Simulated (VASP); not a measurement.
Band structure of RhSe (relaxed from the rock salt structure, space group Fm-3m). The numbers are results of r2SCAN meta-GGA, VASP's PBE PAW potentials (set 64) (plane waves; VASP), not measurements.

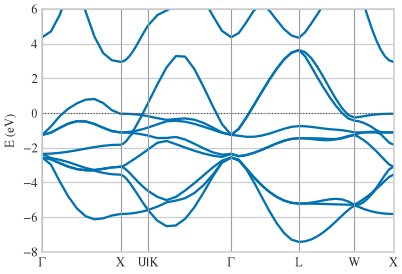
Figure: Bands along high-symmetry lines, zero at the valence-band maximum or, without a gap, the Fermi level

Task: Read the plot: is there a gap, and where are the band edges?

Result: It has no gap at this level: it comes out as a metal or semimetal.

The structure was generated: RhSe was put into the rock salt type (Fm-3m), which need not be its known phase. It was relaxed first, which changed the volume by -25 %. The electron count is odd and the run is not spin-polarised, which forces a metal.
